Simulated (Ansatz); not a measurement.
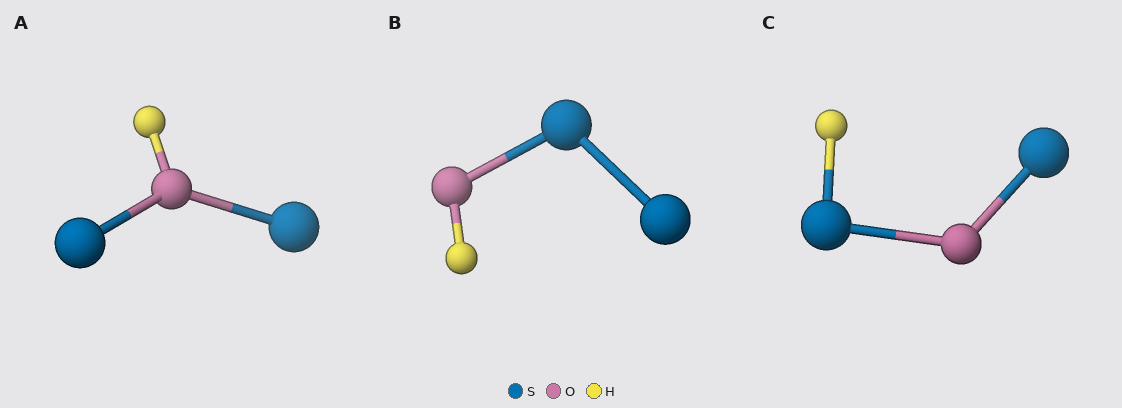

3 stationary structures of one formula. State: neutral, doublet. Geometries: PBE-D4/def2-SVP. Electronic energies: PBE-D4/def2-SVP (Ansatz 0.2.0), without zero-point energy. No frequency run is at hand to confirm each as a minimum.

**Rank them by energy, lowest first.**

B is lowest (Cs); C lies 166.8 kJ/mol above it (Cs), A lies 303.6 kJ/mol above it (C2v).
